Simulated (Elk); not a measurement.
Band structure of Sc (P6_3/mmc, 2 atoms in the cell).

```
Sc
1.0
    1.65500    -2.86654     0.00000
    1.65500     2.86654     0.00000
    0.00000     0.00000     5.27000
Sc
2
Cartesian
  1.65500   0.95551   1.31750
  1.65500  -0.95551   3.95250
```

Method of the run: PBE, all-electron FP-LAPW, Elk's shipped species files, LAPW+lo basis run with Elk.

Settings: xctype = 20; rgkmax = 7.5; stype = 3; swidth = 0.00367493 Ha; ngridk = 11 11 6; gmaxvr = 14 1/bohr; nxoapwlo = 1.

The starting cell has typed, rounded lattice constants, without a prior relaxation at this level. Values depend on the basis (sphere radii, cutoffs, local orbitals), which need not be converged.

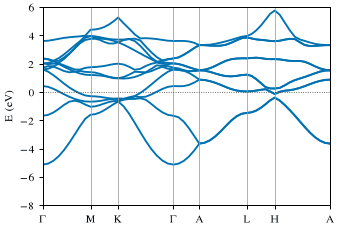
*Bands along the path, energies from the Fermi level.*

Levels in eV from the Fermi level, bands 7 to 14:
```csv
point,7,8,9,10,11,12,13,14
Γ,-27.83,-27.82,-5.13,-1.67,0.42,1.60,1.60,1.72
M,-27.92,-27.87,-1.60,-1.04,-0.68,-0.29,1.20,1.40
K,-27.98,-27.98,-0.67,-0.67,-0.59,-0.45,0.97,0.97
A,-27.86,-27.86,-3.64,-3.64,0.88,0.88,1.54,1.54
L,-27.92,-27.92,-1.47,-1.47,0.04,0.04,1.23,1.23
H,-27.89,-27.89,-0.39,-0.39,-0.14,-0.14,0.25,0.25
```

Bands cross the Fermi level along this path, so the cell is metallic at this level.
